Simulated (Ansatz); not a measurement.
```yaml
crystal:
  periodic: [false, false, false]
  atoms:
    - {symbol: C, position_ang: [0.324126, -0.870448, 0.680749]}
    - {symbol: Si, position_ang: [0.791581, -2.124798, 1.660609]}
    - {symbol: Al, position_ang: [-0.197470, 0.530036, -0.414234]}
    - {symbol: H, position_ang: [-1.626494, 0.486225, -1.577256]}
    - {symbol: H, position_ang: [0.768826, 2.431242, -0.513788]}
basis:
  gaussian: {orbitals: "def2-TZVPPD.json"}
total_charge: -1
hamiltonian: {xc: pbe, dispersion: d4}
```

Geometry: moved along internal coordinates away from the minimum.

What structure does this define?

The species is CH2AlSi(-). Judged by distances it falls into 2 fragments: CHAlSi, H. All atoms lie on one plane. Coordination: 1 C linear; 1 Al bent.

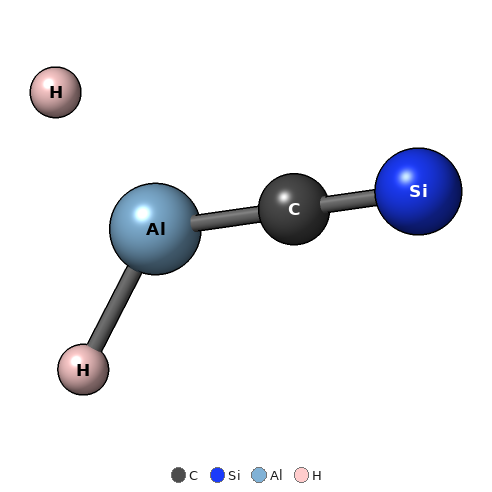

The picture comes from a calculation with Ansatz.
